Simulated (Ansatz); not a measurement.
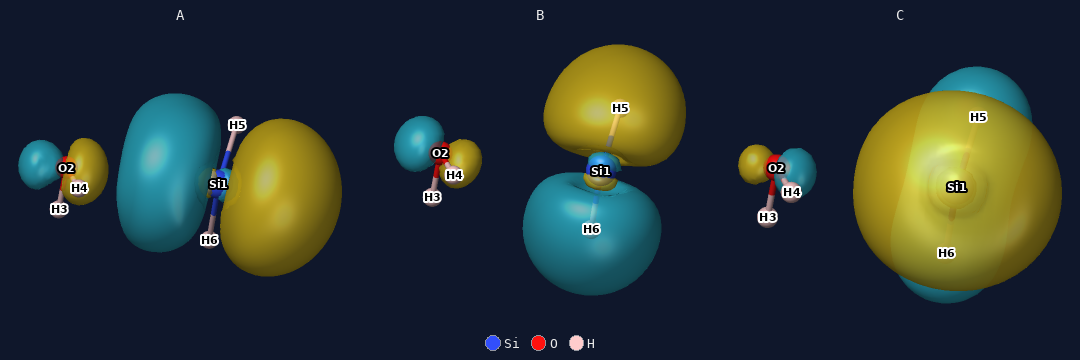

H2Si···H2O. Three frontier orbitals at ±0.1 Å⁻³ᐟ² (yellow and cyan are the two phases), in no order.

Not at a stationary point (largest force 1.2 eV/Å).

All numbers below come from RKS r2SCANh/def2-SVP in Ansatz.

```xyz
6

Si   -0.1206    0.0819   -0.9189
O     1.1527    0.1957    1.6336
H     0.7432   -0.5992    1.9995
H     1.7663   -0.1584    0.9520
H    -1.1263    1.1811   -0.5996
H    -0.9948   -0.9824   -0.2480
```

**Which picture is the HOMO−1, the HOMO and the LUMO?**

B is the HOMO−1 (−8.44 eV). It lies mainly on Si1 (about 45 %), H6 (about 25 %) and H5 (about 25 %). C is the HOMO (−6.08 eV). Its weight (Hirshfeld) is mainly on Si1 (about 80 %), H6 (about 10 %) and H5 (about 10 %). A is the LUMO (−2.81 eV). It lies mainly on Si1 (about 80 %) and O2 (about 10 %).

**What is the HOMO–LUMO gap?**

3.27 eV between the orbital energies.
